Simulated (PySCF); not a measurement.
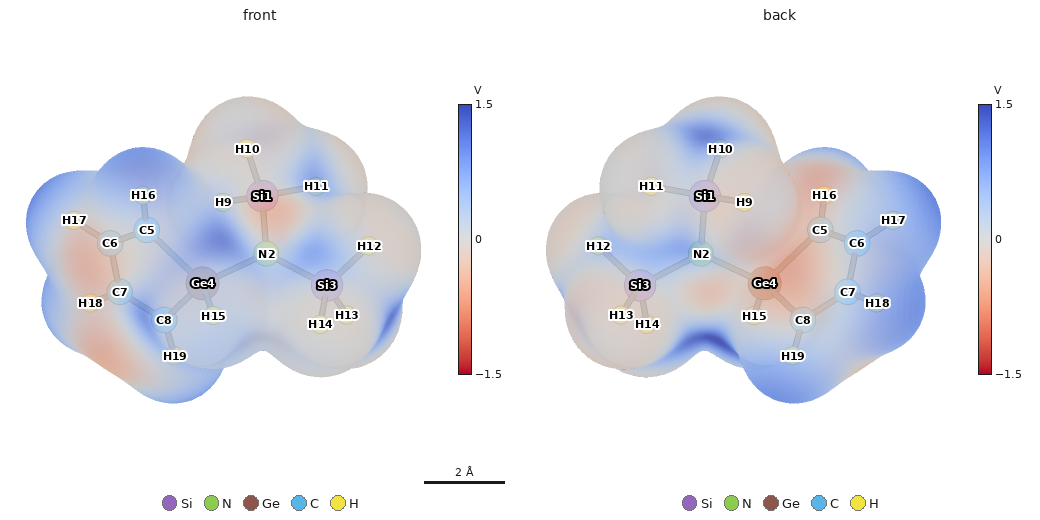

C$_{4}$H$_{11}$GeNSi$_{2}$ (SMILES [SiH3][N]([SiH3])[GeH]1[CH]=CC=[CH]1). The electrostatic potential painted on the density surface at 0.002 e/bohr³, seen from the front and from behind; the colour scale runs from red (negative) to blue (positive).

Geometry: PBE0-D3(BJ)/def2-SVP.

Method: wB97X-D/def2-SVPD, SCF density, gas phase in PySCF 2.14.0.

Input

```
{"job": {"kind": "uv", "xc": "wB97X-D", "basis": "def2-SVPD", "ip": true}, "charge": 0, "multiplicity": 1}
Si    -0.936999     1.756432     0.868053
N     -1.143131     0.122491     0.267076
Si    -2.635258    -0.748376     0.523403
Ge     0.355254    -0.694364    -0.459709
C      1.610659     0.633052    -1.132285
C      2.731217     0.522434    -0.393785
C      2.758837    -0.490178     0.691411
C      1.666255    -1.255603     0.869384
H      0.278931     1.868846     1.730339
H     -0.813583     2.749794    -0.243401
H     -2.144995     2.097072     1.682365
H     -3.809797     0.116889     0.195261
H     -2.799775    -1.218833     1.936300
H     -2.638643    -1.949895    -0.366708
H     -0.126488    -1.775302    -1.439646
H      1.505661     1.344654    -1.952858
H      3.616940     1.146341    -0.558881
H      3.658831    -0.577583     1.310588
H      1.593955    -2.017366     1.647638
```

Launched as:

```sh
OMP_NUM_THREADS=1 python probes_run.py task.json out
```

**Where is the surface potential most negative and most positive?**

The most negative region (about −0.6 V) lies over the π face of C7 and C8, the most positive (about +1.3 V) over Si3 and Ge4.
